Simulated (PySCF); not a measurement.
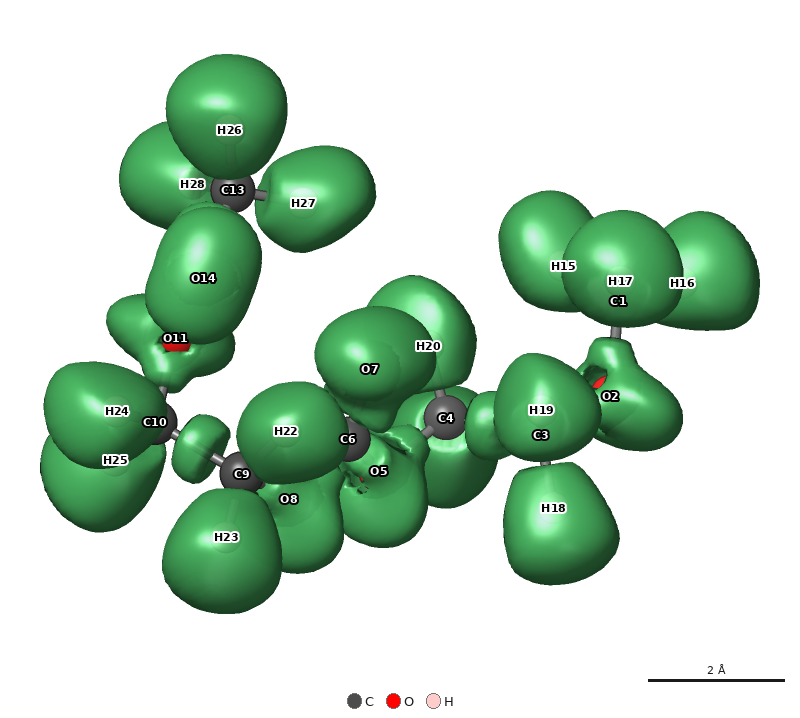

C$_{8}$H$_{14}$O$_{6}$. Isosurface of the ELF at 0.75 (green), seen at a tilt. Only the valence region is drawn (cores and ρ < 0.01 e/Å³ removed).

Geometry: GFN2-xTB.

Computed with mPW1PW91/6-31G*, SCF density, gas phase, non-relativistic (PySCF 2.14.0).

```
atom    x (Å)    y (Å)    z (Å)
   C   3.7222   2.0178   0.8378
   O   4.1090   0.7796   0.2865
   C   3.0782  -0.1650   0.1855
   C   2.0917   0.1355  -0.9571
   O   1.2099  -0.9628  -1.1667
   C   0.1666  -1.0446  -0.3420
   O  -0.0967  -0.2630   0.5283
   O  -0.5178  -2.1468  -0.6463
   C  -1.7427  -2.3590   0.0497
   C  -2.9083  -1.6919  -0.6847
   O  -2.7673  -0.2798  -0.6832
   C  -3.0827   0.3528   0.4639
   C  -2.7161   1.8045   0.3879
   O  -3.5798  -0.2024   1.4055
   H   3.0867   2.5907   0.1547
   H   4.6429   2.5702   1.0153
   H   3.1909   1.8780   1.7858
   H   3.5686  -1.1210  -0.0175
   H   2.5206  -0.2390   1.1306
   H   1.5050   1.0319  -0.7323
   H   2.6334   0.2635  -1.8958
   H  -1.6683  -1.9542   1.0640
   H  -1.8870  -3.4396   0.0789
   H  -3.8453  -1.9707  -0.1909
   H  -2.9186  -1.9883  -1.7346
   H  -3.3022   2.3755   1.1009
   H  -1.6617   1.8775   0.6508
   H  -2.8521   2.1782  -0.6220
```

Where are the electrons localised?

Answer. The ELF exceeds this value in three regions between bonded C–C atoms (shared pairs), 14 regions around hydrogen nuclei and six regions on O in which the atom's valence shell and bonds are merged.

Values along the shortest contacts:
C–O (1.20 Å): the ELF peaks at about 0.85 between the atoms: a short, multiple covalent bond. C–C (1.50 Å): the ELF peaks at about 0.95 between the atoms; a shared electron pair.
